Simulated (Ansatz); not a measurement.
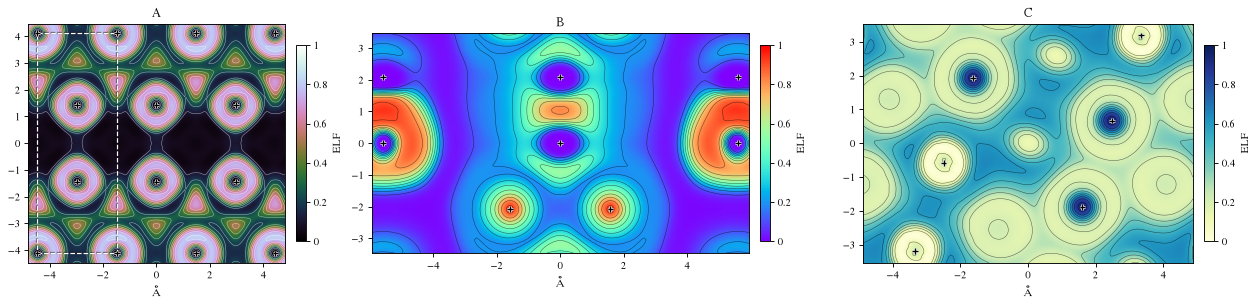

The electron localisation function of 3 systems, each on a plane through atoms (crosses mark nuclei in the plane).

Computed with DFT PBE, scalar-relativistic, plane waves, PAW (Ansatz).

System 1: Al₂Cu₃, the (010) plane of the conventional cell. Space group C2/c; a structure generated by program, which may or may not match a known phase; computed without spin polarisation.

```cif
data_structure
_symmetry_space_group_name_H-M 'P 1'
_symmetry_Int_Tables_number 1
_cell_length_a 9.0579
_cell_length_b 4.5296
_cell_length_c 6.7987
_cell_angle_alpha 90.000
_cell_angle_beta 110.397
_cell_angle_gamma 90.000
_cell_volume 261.45
loop_
_atom_site_label
_atom_site_type_symbol
_atom_site_fract_x
_atom_site_fract_y
_atom_site_fract_z
_atom_site_occupancy
Al1 Al 0.39959 0.32110 0.04548 1
Al2 Al 0.89959 0.82110 0.04548 1
Al3 Al 0.39959 0.67890 0.54548 1
Al4 Al 0.89959 0.17890 0.54548 1
Al5 Al 0.10041 0.82110 0.45452 1
Al6 Al 0.60041 0.32110 0.45452 1
Al7 Al 0.10041 0.17890 0.95452 1
Al8 Al 0.60041 0.67890 0.95452 1
Cu1 Cu 0.29932 0.17162 0.34935 1
Cu2 Cu 0.79932 0.67162 0.34935 1
Cu3 Cu 0.29932 0.82838 0.84935 1
Cu4 Cu 0.79932 0.32838 0.84935 1
Cu5 Cu 0.20068 0.67162 0.15065 1
Cu6 Cu 0.70068 0.17162 0.15065 1
Cu7 Cu 0.20068 0.32838 0.65065 1
Cu8 Cu 0.70068 0.82838 0.65065 1
Cu9 Cu 0.00000 0.32785 0.25000 1
Cu10 Cu 0.50000 0.82785 0.25000 1
Cu11 Cu 0.00000 0.67215 0.75000 1
Cu12 Cu 0.50000 0.17215 0.75000 1
```

System 2: ZrSc₃F₂, the (010) plane of the conventional cell. Space group Pmmm; a structure generated by program, which may or may not match a known phase; computed without spin polarisation.

```cif
data_structure
_symmetry_space_group_name_H-M 'P 1'
_symmetry_Int_Tables_number 1
_cell_length_a 2.9699
_cell_length_b 5.2618
_cell_length_c 8.2488
_cell_angle_alpha 90.000
_cell_angle_beta 90.000
_cell_angle_gamma 90.000
_cell_volume 128.91
loop_
_atom_site_label
_atom_site_type_symbol
_atom_site_fract_x
_atom_site_fract_y
_atom_site_fract_z
_atom_site_occupancy
Zr1 Zr 0.50000 0.00000 0.00000 1
Sc1 Sc 0.00000 0.00000 0.32576 1
Sc2 Sc 0.00000 0.00000 0.67424 1
Sc3 Sc 0.00000 0.50000 0.00000 1
F1 F 0.50000 0.77990 0.50000 1
F2 F 0.50000 0.22010 0.50000 1
```

System 3: Be₃Cd₂S, the (110) plane of the conventional cell. Space group P-6m2; a structure generated by program, which may or may not match a known phase.

```
Be Cd S
1.0
     3.60761    0.00000    0.00000
    -1.80380    3.12428    0.00000
     0.00000    0.00000   11.19198
Be Cd S
3 2 1
Cartesian
  1.8038 1.0414 5.5960
  0.0000 0.0000 0.0000
  0.0000 0.0000 5.5960
  0.0000 2.0829 4.0148
  0.0000 2.0829 7.1772
  1.8038 1.0414 0.0000
```

Q: Match each panel to its system.

A: Panel A is system 2, ZrSc₃F₂: the plane holds Zr and Sc. Zr–Zr (2.97 Å): the ELF is about 0.15 at the midpoint; no localised pair shows between them. Panel B is system 3, Be₃Cd₂S: the plane holds Be, Cd and S. Be–S (2.08 Å): the ELF peaks at about 0.95 between the atoms. Panel C is system 1, Al₂Cu₃: the plane holds Al and Cu.
